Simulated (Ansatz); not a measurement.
SnGe15, 64 atoms, a = 11.46 Å, b = 11.46 Å, c = 11.47 Å, α = 90.01°, β = 90.00°, γ = 90.02°.

Space group P1.

Level of theory: DFT r2SCAN, scalar-relativistic, plane waves, PAW in Ansatz.

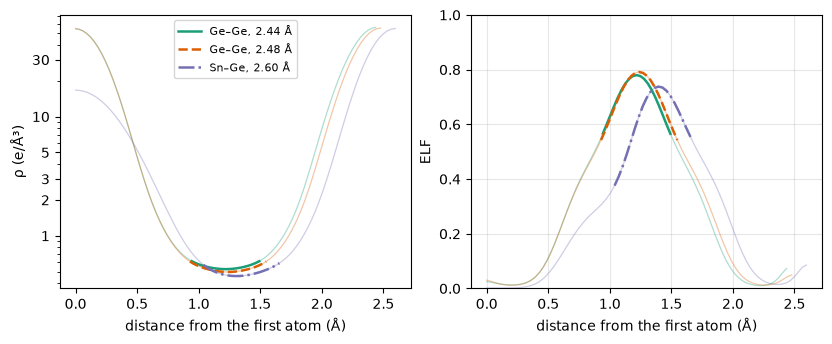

SnGe15. Valence charge density (pseudo) and electron localisation function along straight lines between neighbouring atoms. Thin, pale parts lie inside the atomic spheres.

In a PAW calculation such maps are meaningful between the atoms, not at the nuclei.

Compare the contacts.

Answer. Ge–Ge (2.44 Å): ρ at the midpoint is about 0.53 e/Å³; the ELF peaks at about 0.80 between the atoms (a covalent bond).
Ge–Ge (2.48 Å): ρ is about 0.5 e/Å³ halfway; the ELF peaks at about 0.80 between the atoms; a shared electron pair.
Sn–Ge (2.60 Å): ρ is about 0.46 e/Å³ halfway; the ELF peaks at about 0.75 between the atoms.
